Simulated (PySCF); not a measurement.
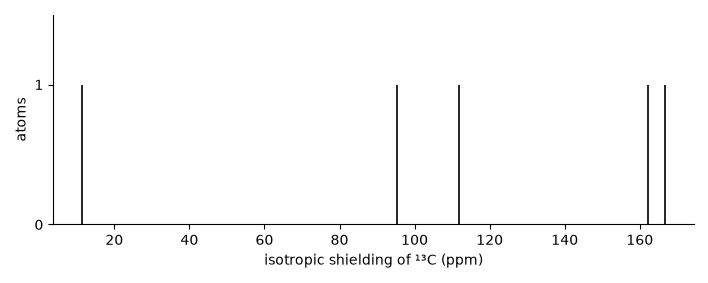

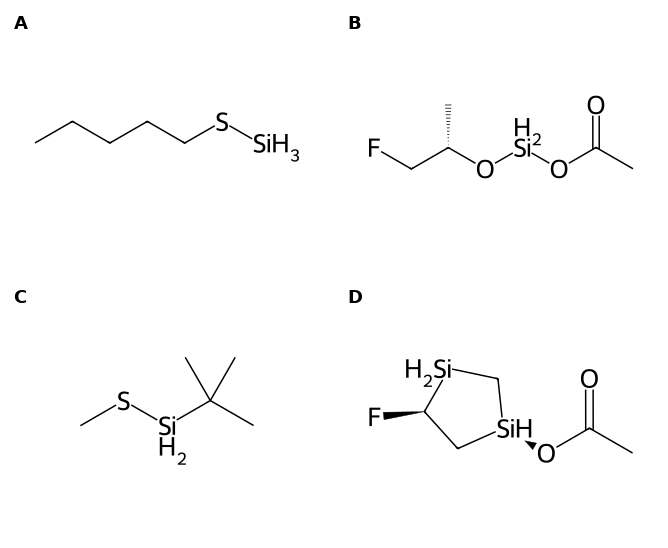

The sticks are computed shieldings of one of the molecules, for one fixed geometry (GFN2-xTB) without averaging over rotations. Low shielding means a high chemical shift. Method: GIAO PBE0/pcSseg-1 NMR shielding, non-relativistic, gas phase (PySCF 2.14.0).

Which molecule gives this pattern?

Answer. B, `CC(=O)O[SiH2]O[C@@H](C)CF`. Its 5 C atoms give lines at 11.5, 95.2, 111.8, 162.2, 166.7 ppm.

The geometry is semi-empirical. Around Si such bond lengths and angles can be off by a tenth of an ångström or more and by several degrees, and values that hang on the shape move with them.
